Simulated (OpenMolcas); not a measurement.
## Single-point calculation, with input and output: AlClF (charge +1) (part 2 of 2)

The same run, continued: AlClF, charge +1; MRCI/STO-3G (OpenMolcas 26.06). The geometry is that of the parent species in another charge or spin state. The geometry comes from this level: GFN2-xTB.

Geometry of the input (Å):
```
F  -1.1021  1.1225  -0.4893
Al -0.3350  -0.3286  -0.2168
Cl 1.4371  -0.7940  0.7060
```

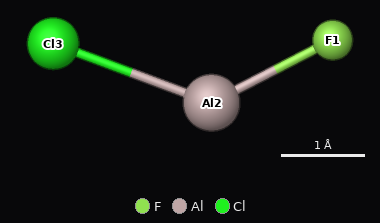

The structure as given in the input (ball-and-stick view, seen on its broad side; atoms are numbered from 1 in the order of the input). Sticks mark near contacts.

What the program printed, continued:
```
      COEFFICIENTS FOR AIBJ    10005
      DIFFERENT TYPES      350      423     1652     2118      665      903     3804
      TIME FOR AIBJ                0

      COEFFICIENTS FOR AIJK    33886
      TIME FOR AIJK                0

      COEFFICIENTS FOR IJ       3082

      COEFFICIENTS FOR AI       1074
      TIME FOR ONEEL               0
--- Stop Module: guga /rc=_RC_ALL_IS_WELL_ ---

--- Start Module: mrci ---

                                               &MRCI

                       available to each process: 1.9 GB of memory, 1 thread

      ************************************************************************************************************************
      *                                                        Title:                                                        *
      *                                                ( No title was given )                                                *
      ************************************************************************************************************************

      Cartesian coordinates in angstrom:
      -----------------------------------------------------
      No.  Label        X            Y            Z
      -----------------------------------------------------
       1   F1        -1.10214000   1.12252000  -0.48925000
       2   AL2       -0.33498000  -0.32855000  -0.21676000
       3   CL3        1.43712000  -0.79397000   0.70602000
      -----------------------------------------------------
      Nuclear repulsion energy =  118.04238838
       THIS IS AN   S D C I   CALCULATION
       (But an ACPF correction will be computed)
       USE THE DEFAULT ACPF G-VALUE GFAC=  0.12500000000000000

       A SMALL CI IS PERFORMED INVOLVING ONLY THE REFERENCE STATES.
       THIS REFERENCE CI WILL USE THE FOLLOWING ROOT SELECTION CRITERIA:

       ROOT SELECTION BY ENERGY ORDERING.
      ONE SINGLE ROOT, NUMBER        1

       THE REFERENCE CI IS FOLLOWED BY THE FULL SPACE
       CALCULATION, WHERE THE SELECTION CRITERION
       IS MAXIMUM OVERLAP WITH THE ROOT(S) SELECTED IN
       THE REFERENCE CI.

      MALMQVIST DIAGONALIZATION

      PRINT LEVEL                          1
      WORKSPACE WORDS, (Re(wp))    232498481
      MAXIMUM NR OF ORBITALS           10000
      MAX NR OF STORED CI/SGM ARR.        10
      MAX NR OF ITERATIONS                20
      ENERGY CONVERGENCE THRESHOLD  1.00E-08
      SPIN QUANTUM NUMBER                0.0
      CORRELATED ELECTRONS                16
      WAVE FUNCTION SYMMETRY LABEL         1
      POINT GROUP ORDER                    1

      SYMMETRY LABEL:                             1
      INACTIVE ORBITALS                           7    7
      ACTIVE ORBITALS                             2    2
      ADDED VALENCE ORB                           0    0
      VIRTUAL ORBITALS                            3    3

      SUM:CORREL ORBITALS                        12   12

      FROZEN ORBITALS                             0    0
      DELETED ORBITALS                            0    0

      SUM:ORBITALS IN CI                         12   12

      PRE-FROZEN ORBITALS                        11   11
      PRE-DELETED ORBITALS                        0    0
      SUM:   TOTAL BASIS                         23   23

         3 REFERENCE STATES
      Occupation of the reference states
      Active orbital nr. 1 2
      Ref nr  1          0 2
      Ref nr  2          1 1
      Ref nr  3          2 0

       FIRST ORDER INTERACTING SPACE.

       LIST OF REFERENCE CONFIGURATIONS.
      CONF NR:    GUGA CASE NUMBERS OF ACTIVE ORBITALS:
         43       333333303
         44       333333312
         45       333333330

       REAL CONFIGURATIONS:

                     REFERENCE        3
                 OTHER VALENCE       42
       DOUBLET COUPLED SINGLES      384
       TRIPLET COUPLED DOUBLES      231
       SINGLET COUPLED DOUBLES      594
                        TOTAL     1254

      STATISTICS FOR INTEGRALS, FIRST ENTRY 10**3-10**4

               0         0         0         0       105
             440       784       340        33         2
               0         0         0         0         0
               4       147       574       522       119

 ------------------------------------------------------------
    REFERENCE CI CALCULATION.
 ------------------------------------------------------------
  ROOT SELECTION BY ENERGY ORDERING.
  ONE SINGLE ROOT, NUMBER.....:        1

         LOWEST REFERENCE CI ROOTS:
                       ROOT      1              2              3
                     ENERGY  -791.52482452  -791.06526085  -790.63344966
 CSF NR   43 CASE 333333303    -0.126540       0.292969       0.947711
          44      333333312     0.000000       0.955391      -0.295343
          45      333333330     0.991962       0.037373       0.120895

 ROOT NR  1 IS USED AS START VECTOR.

 ------------------------------------------------------------
    MR SDCI CALCULATION.
 ------------------------------------------------------------

          CONVERGENCE STATISTICS:
 ITER NVEC     ENERGIES    LOWERING RESIDUAL SEL.WGT CPU(S) CPU TOT
    1    1   -791.52482452          2.95E-01  1.000     0.0     0.0
    2    2   -791.57621174-5.14E-02 1.00E-01  0.969     0.0     0.0
    3    3   -791.58575425-9.54E-03 4.48E-02  0.946     0.0     0.0
    4    4   -791.58746676-1.71E-03 2.20E-02  0.937     0.0     0.0
    5    5   -791.58784419-3.77E-04 1.01E-02  0.934     0.0     0.0
    6    6   -791.58794347-9.93E-05 5.66E-03  0.932     0.0     0.0
    7    7   -791.58797332-2.98E-05 3.03E-03  0.932     0.0     0.0
    8    8   -791.58798107-7.75E-06 1.58E-03  0.932     0.0     0.0
    9    9   -791.58798342-2.35E-06 7.75E-04  0.931     0.0     0.0
   10   10   -791.58798392-4.98E-07 3.83E-04  0.931     0.0     0.0
   11   11   -791.58798402-1.09E-07 1.80E-04  0.931     0.0     0.0
   12   12   -791.58798405-2.48E-08 7.43E-05  0.931     0.0     0.0
   13   13   -791.58798405-3.77E-09 2.89E-05  0.931     0.0     0.1
  CONVERGENCE IN ENERGY.
  **********************************************************************
               FINAL RESULTS FOR STATE NR   1
 CORRESPONDING ROOT OF REFERENCE CI IS NR:  1
            REFERENCE CI ENERGY:  -791.52482452
         EXTRA-REFERENCE WEIGHT:     0.06837132
          CI CORRELATION ENERGY:    -0.06315954
                      CI ENERGY:  -791.58798405
            DAVIDSON CORRECTION:    -0.00463522
               CORRECTED ENERGY:  -791.59261927
                ACPF CORRECTION:    -0.00401895
               CORRECTED ENERGY:  -791.59200300

      CI-COEFFICIENTS LARGER THAN 0.050
  NOTE: THE FOLLOWING ORBITALS WERE FROZEN
  ALREADY AT THE INTEGRAL TRANSFORMATION STEP
  AND DO NOT EXPLICITLY APPEAR:
        SYMMETRY:   1
      PRE-FROZEN:  11
  ORDER OF SPIN-COUPLING: (PRE-FROZEN, NOT SHOWN)
                          (FROZEN, NOT SHOWN)
                           VIRTUAL
                           ADDED VALENCE
                           INACTIVE
                           ACTIVE

  ORBITALS ARE NUMBERED WITHIN EACH SEPARATE SYMMETRY.
  **********************************************************************

 NATURAL ORBITALS OF STATE NR.  1
  FULL SET OF ORBITALS ARE SAVED ON FILE CIORB01

 NATURAL ORBITALS IN AO BASIS. IN EACH SYMMETRY,
 THE ORBITALS PRINTED ARE THOSE UP TO AND INCLUDING
 THE LAST ORBITAL WITH OCCUPATION NUMBER LARGER
 THAN THRORB =  0.0000100

                            SYMMETRY LABEL  1

     ORBITAL             1       2       3       4       5       6       7       8       9      10
     OCC.NO.         2.00000 2.00000 2.00000 2.00000 2.00000 2.00000 2.00000 2.00000 2.00000 2.00000

   1  F1     1s      -0.0000 -0.0001  0.9948  0.0001 -0.0001 -0.0001  0.0000  0.0001  0.0013  0.0000
   2  F1     1s       0.0000  0.0006  0.0219 -0.0005  0.0008  0.0009 -0.0000 -0.0047  0.0071  0.0000
   3  F1     2px     -0.0000  0.0002  0.0010  0.0001  0.0001  0.0004 -0.0001 -0.0009 -0.0034  0.0015
   4  F1     2py     -0.0000 -0.0002 -0.0019  0.0006 -0.0009 -0.0004 -0.0000  0.0006  0.0015  0.0003
   5  F1     2pz     -0.0000  0.0001  0.0003  0.0001 -0.0000  0.0002  0.0002 -0.0005 -0.0017 -0.0027
   6  AL2    1s       0.0000  0.9939 -0.0001 -0.0002  0.0001 -0.0001  0.0000 -0.3295  0.0011  0.0000
   7  AL2    1s      -0.0001  0.0198  0.0005  0.0006  0.0001  0.0002 -0.0000  1.0297 -0.0039 -0.0000
   8  AL2    1s       0.0003 -0.0038 -0.0027 -0.0064  0.0074 -0.0012  0.0000  0.0567  0.0109 -0.0000
   9  AL2    2px     -0.0001  0.0000 -0.0004  0.0012 -0.0010  0.0002 -0.0003 -0.0037  0.7687 -0.4631
  10  AL2    2px      0.0004 -0.0003  0.0021 -0.0074  0.0088 -0.0012  0.0015  0.0043  0.0862 -0.0439
  11  AL2    2py      0.0000 -0.0000  0.0008 -0.0002  0.0001  0.0007 -0.0001 -0.0054 -0.4408 -0.0860
  12  AL2    2py     -0.0001 -0.0002 -0.0037  0.0018 -0.0022 -0.0031  0.0003 -0.0021 -0.0502 -0.0081
  13  AL2    2pz     -0.0000  0.0000 -0.0002  0.0006 -0.0006  0.0002  0.0006 -0.0026  0.3760  0.8459
  14  AL2    2pz      0.0002 -0.0002  0.0008 -0.0038  0.0046 -0.0010 -0.0028  0.0021  0.0421  0.0802
  15  CL3    1s       0.9945  0.0000 -0.0000 -0.3771 -0.0047  0.0003 -0.0000 -0.0003 -0.0002  0.0000
  16  CL3    1s       0.0157 -0.0001  0.0000  1.0536  0.0133 -0.0008  0.0000  0.0005 -0.0004  0.0000
  17  CL3    1s      -0.0018  0.0007 -0.0003  0.0447 -0.0058  0.0006 -0.0000 -0.0087 -0.0196  0.0000
  18  CL3    2px     -0.0001  0.0001 -0.0000 -0.0088  0.8640  0.0764 -0.4736  0.0012  0.0016 -0.0005
  19  CL3    2px      0.0002 -0.0006  0.0003 -0.0063  0.0435  0.0030 -0.0188 -0.0019  0.0022  0.0027
  20  CL3    2py      0.0000 -0.0000 -0.0001  0.0020 -0.1341  0.9770 -0.0879  0.0003  0.0001 -0.0001
  21  CL3    2py     -0.0001  0.0002  0.0003  0.0012 -0.0064  0.0390 -0.0035 -0.0020 -0.0021  0.0005
  22  CL3    2pz     -0.0000  0.0001 -0.0000 -0.0046  0.4593  0.1411  0.8651  0.0007  0.0009  0.0009
  23  CL3    2pz      0.0001 -0.0003  0.0002 -0.0033  0.0231  0.0056  0.0344 -0.0012  0.0010 -0.0048

     ORBITAL            11      12      13      14      15      16      17      18      19      20
     OCC.NO.         2.00000 1.99944 1.99928 1.99500 1.99427 1.98922 1.98727 1.96273 1.94233 0.07339

   1  F1     1s      -0.0009  0.0853 -0.2471 -0.0025  0.0000  0.0303  0.0000 -0.0132 -0.0088  0.0381
   2  F1     1s      -0.0042 -0.3311  0.9647  0.0240 -0.0000 -0.0938 -0.0000  0.0687  0.1037 -0.2366
   3  F1     2px     -0.0011  0.0420 -0.1275  0.0846  0.0807 -0.7872 -0.4513  0.1405 -0.1157 -0.1360
   4  F1     2py     -0.0030 -0.0165  0.0292  0.0633  0.0150 -0.1527 -0.0838  0.1496  0.7546  0.5676
   5  F1     2pz     -0.0009  0.0213 -0.0668  0.0527 -0.1474 -0.4464  0.8244  0.0921  0.0133 -0.0168
   6  AL2    1s      -0.0021  0.0049  0.0048 -0.0111  0.0000 -0.0198  0.0000 -0.0599 -0.0342  0.0783
   7  AL2    1s       0.0067 -0.0211 -0.0183  0.0431 -0.0000  0.0738 -0.0000  0.2236  0.1258 -0.2837
   8  AL2    1s       0.0027 -0.0008 -0.0223 -0.0763  0.0000 -0.1580  0.0000 -0.5108 -0.3307  0.9297
   9  AL2    2px      0.3541 -0.0319  0.0112  0.0382  0.0258  0.0484  0.0489  0.0683 -0.1295  0.0777
  10  AL2    2px      0.0345 -0.0008 -0.0149 -0.0596 -0.0556 -0.1219 -0.1135 -0.0939  0.2495 -0.1793
  11  AL2    2py      0.8553  0.0217 -0.0198  0.0443  0.0048  0.0815  0.0091 -0.0789  0.0949  0.0344
  12  AL2    2py      0.0832 -0.0101 -0.0112 -0.1008 -0.0103 -0.1595 -0.0211  0.1590 -0.1584 -0.0270
  13  AL2    2pz      0.2807 -0.0153  0.0041  0.0254 -0.0471  0.0348 -0.0894  0.0294 -0.0612  0.0460
  14  AL2    2pz      0.0273 -0.0014 -0.0093 -0.0429  0.1016 -0.0829  0.2073 -0.0352  0.1205 -0.1009
  15  CL3    1s      -0.0000  0.0829  0.0290 -0.0105 -0.0000  0.0021  0.0000  0.0085  0.0005 -0.0076
  16  CL3    1s      -0.0002 -0.2725 -0.0950  0.0356  0.0000 -0.0048 -0.0000 -0.0239 -0.0029  0.0213
  17  CL3    1s      -0.0039  0.9614  0.3402 -0.1069 -0.0000  0.0561  0.0000  0.1758 -0.0133 -0.1422
  18  CL3    2px     -0.0002  0.0001  0.0041 -0.0188  0.1285 -0.0267  0.0142 -0.1789  0.0687 -0.1136
  19  CL3    2px      0.0023  0.0035 -0.0157  0.0617 -0.4757  0.0826 -0.0503  0.6126 -0.2422  0.4481
  20  CL3    2py      0.0010  0.0335  0.0162  0.2645  0.0239  0.0042  0.0026 -0.0274 -0.0177  0.0016
  21  CL3    2py     -0.0059 -0.1251 -0.0595 -0.9771 -0.0883 -0.0076 -0.0093  0.1088  0.0654 -0.0121
  22  CL3    2pz     -0.0000  0.0035  0.0039  0.0166 -0.2347 -0.0142 -0.0259 -0.1007  0.0358 -0.0620
  23  CL3    2pz      0.0007 -0.0108 -0.0146 -0.0655  0.8689  0.0444  0.0920  0.3464 -0.1259  0.2441

     ORBITAL            21      22      23
     OCC.NO.         0.01992 0.01978 0.01737

   1  F1     1s      -0.0589 -0.0000  0.0218
   2  F1     1s       0.3850  0.0000 -0.1353
   3  F1     2px      0.1661  0.1444 -0.2741
   4  F1     2py     -0.3640  0.0268 -0.0104
   5  F1     2pz      0.0539 -0.2638 -0.1511
   6  AL2    1s       0.0095  0.0000  0.0230
   7  AL2    1s      -0.0302 -0.0000 -0.0806
   8  AL2    1s       0.1294  0.0000  0.3265
   9  AL2    2px     -0.2364  0.1881 -0.2553
  10  AL2    2px      0.7358 -0.4908  0.7175
  11  AL2    2py      0.3094  0.0349 -0.2464
  12  AL2    2py     -0.8972 -0.0911  0.6502
  13  AL2    2pz     -0.0980 -0.3437 -0.1648
  14  AL2    2pz      0.3116  0.8965  0.4588
  15  CL3    1s      -0.0154 -0.0000 -0.0139
  16  CL3    1s       0.0394  0.0000  0.0365
  17  CL3    1s      -0.3399 -0.0000 -0.2948
  18  CL3    2px     -0.1177 -0.0317 -0.0731
  19  CL3    2px      0.5156  0.1279  0.3325
  20  CL3    2py     -0.0107 -0.0059  0.0699
  21  CL3    2py      0.0335  0.0237 -0.2937
  22  CL3    2pz     -0.0655  0.0578 -0.0329
  23  CL3    2pz      0.2856 -0.2336  0.1522
  **********************************************************************

 MULLIKEN CHARGES FOR STATE NR  1

++    Molecular charges:
      ------------------

      Mulliken charges per centre and basis function type
      ---------------------------------------------------

                F1      AL2     CL3
      1s       3.9714  4.9084  5.9980
      2px      1.8268  2.3398  3.4624
      2pz      1.8638  2.2431  3.7877
      2py      1.3910  2.2877  3.9200
      Total    9.0530 11.7789 17.1681

      N-E     -0.0530  1.2211 -0.1681

      Total electronic charge=   38.000000

      Total            charge=    1.000000
--

  **********************************************************************

  SUMMARY OF ENERGIES:
                ROOT:       1
        TOTAL ENERGY:   -791.58798405
 DAVIDSON CORRECTION:     -0.00463522
     ACPF CORRECTION:     -0.00401895

  Energies, machine-readable format:
  CI State   1     Total energy:   -791.58798405     QDav:     -0.00463522     QACPF:     -0.00401895

  EXPECTATION VALUES OF VARIOUS OPERATORS:
 (Note: Electronic multipoles include a negative sign.)

    PROPERTY :MLTPL  0   COMPONENT:   1
     GAUGE ORIGIN:      0.00000000      0.00000000      0.00000000
             ROOT:       1
       ELECTRONIC:    -38.00000000
          NUCLEAR:     39.00000000
            TOTAL:      1.00000000

    PROPERTY :MLTPLS 0   COMPONENT:   1
     GAUGE ORIGIN:      0.00000000      0.00000000      0.00000000
             ROOT:       1
       ELECTRONIC:    -38.00000000
          NUCLEAR:     39.00000000
            TOTAL:      1.00000000

    PROPERTY :MLTPL  1   COMPONENT:   1
     GAUGE ORIGIN:      0.47336679     -0.35724216      0.22283045
             ROOT:       1
       ELECTRONIC:     -2.42833086
          NUCLEAR:      0.73271889
            TOTAL:     -1.69561197

    PROPERTY :MLTPL  1   COMPONENT:   2
     GAUGE ORIGIN:      0.47336679     -0.35724216      0.22283045
             ROOT:       1
       ELECTRONIC:      0.08870794
          NUCLEAR:     -0.55412076
            TOTAL:     -0.46541282

    PROPERTY :MLTPL  1   COMPONENT:   3
     GAUGE ORIGIN:      0.47336679     -0.35724216      0.22283045
             ROOT:       1
       ELECTRONIC:     -1.32029629
          NUCLEAR:      0.34479003
            TOTAL:     -0.97550626

    PROPERTY :MLTPL  2   COMPONENT:   1
     GAUGE ORIGIN:      0.47336679     -0.35724216      0.22283045
             ROOT:       1
       ELECTRONIC:   -175.57412870
          NUCLEAR:    160.19827855
            TOTAL:    -15.37585015

    PROPERTY :MLTPL  2   COMPONENT:   2
     GAUGE ORIGIN:      0.47336679     -0.35724216      0.22283045
             ROOT:       1
       ELECTRONIC:     98.68569682
          NUCLEAR:    -96.80352187
            TOTAL:      1.88217495

    PROPERTY :MLTPL  2   COMPONENT:   3
     GAUGE ORIGIN:      0.47336679     -0.35724216      0.22283045
             ROOT:       1
       ELECTRONIC:    -77.53242449
          NUCLEAR:     77.85758605
            TOTAL:      0.32516157

    PROPERTY :MLTPL  2   COMPONENT:   4
     GAUGE ORIGIN:      0.47336679     -0.35724216      0.22283045
             ROOT:       1
       ELECTRONIC:    -94.85208414
          NUCLEAR:     78.40525961
            TOTAL:    -16.44682453

    PROPERTY :MLTPL  2   COMPONENT:   5
     GAUGE ORIGIN:      0.47336679     -0.35724216      0.22283045
             ROOT:       1
       ELECTRONIC:     45.97027301
          NUCLEAR:    -45.02392138
            TOTAL:      0.94635163

    PROPERTY :MLTPL  2   COMPONENT:   6
     GAUGE ORIGIN:      0.47336679     -0.35724216      0.22283045
             ROOT:       1
       ELECTRONIC:    -53.39125314
          NUCLEAR:     38.04500465
            TOTAL:    -15.34624849

    PROPERTY :KINETIC    COMPONENT:   1
     GAUGE ORIGIN:      0.00000000      0.00000000      0.00000000
             ROOT:       1
       ELECTRONIC:    777.85501284
          NUCLEAR:      0.00000000
            TOTAL:    777.85501284

    PROPERTY :ATTRACT    COMPONENT:   1
     GAUGE ORIGIN:      0.00000000      0.00000000      0.00000000
             ROOT:       1
       ELECTRONIC:  -2104.99969261
          NUCLEAR:    118.04238838
            TOTAL:  -1986.95730423

    PROPERTY :ATTRACTS   COMPONENT:   1
     GAUGE ORIGIN:      0.00000000      0.00000000      0.00000000
             ROOT:       1
       ELECTRONIC:  -2102.97099458
          NUCLEAR:    118.04238838
            TOTAL:  -1984.92860619

    PROPERTY :MLTPV  2   COMPONENT:   1
     GAUGE ORIGIN:      0.47336679     -0.35724216      0.22283045
             ROOT:       1
       ELECTRONIC:     37.26432732
          NUCLEAR:      0.00000000
            TOTAL:     37.26432732

    PROPERTY :MLTPV  2   COMPONENT:   2
     GAUGE ORIGIN:      0.47336679     -0.35724216      0.22283045
             ROOT:       1
       ELECTRONIC:     -1.00700136
          NUCLEAR:      0.00000000
            TOTAL:     -1.00700136

    PROPERTY :MLTPV  2   COMPONENT:   3
     GAUGE ORIGIN:      0.47336679     -0.35724216      0.22283045
             ROOT:       1
       ELECTRONIC:      0.52795193
          NUCLEAR:      0.00000000
            TOTAL:      0.52795193

    PROPERTY :MLTPV  2   COMPONENT:   4
     GAUGE ORIGIN:      0.47336679     -0.35724216      0.22283045
             ROOT:       1
       ELECTRONIC:     37.08256107
          NUCLEAR:      0.00000000
            TOTAL:     37.08256107

    PROPERTY :MLTPV  2   COMPONENT:   5
     GAUGE ORIGIN:      0.47336679     -0.35724216      0.22283045
             ROOT:       1
       ELECTRONIC:     -0.44165034
          NUCLEAR:      0.00000000
            TOTAL:     -0.44165034

    PROPERTY :MLTPV  2   COMPONENT:   6
     GAUGE ORIGIN:      0.47336679     -0.35724216      0.22283045
             ROOT:       1
       ELECTRONIC:     36.28894442
          NUCLEAR:      0.00000000
            TOTAL:     36.28894442

    PROPERTY :ONEHAM     COMPONENT:   1
     GAUGE ORIGIN:      0.00000000      0.00000000      0.00000000
             ROOT:       1
       ELECTRONIC:  -1327.14467976
          NUCLEAR:    118.04238838
            TOTAL:  -1209.10229138

    PROPERTY :ONEHAM 0   COMPONENT:   1
     GAUGE ORIGIN:      0.00000000      0.00000000      0.00000000
             ROOT:       1
       ELECTRONIC:  -1327.14467976
          NUCLEAR:    118.04238838
            TOTAL:  -1209.10229138

    PROPERTY :FCKINT     COMPONENT:   1
     GAUGE ORIGIN:      0.00000000      0.00000000      0.00000000
             ROOT:       1
       ELECTRONIC:   -552.70986269
          NUCLEAR:      0.00000000
            TOTAL:   -552.70986269

--- Stop Module: mrci /rc=_RC_ALL_IS_WELL_ ---

.##################.
.# Happy landing! #.
.##################.

    Timing: Wall=1.79 User=1.20 System=0.48
```

Summary:

- outcome: converged
- total energy: −791.587984 hartree
- basis functions: 23
- wall time: 2 s
- peak memory: 0.37 GiB
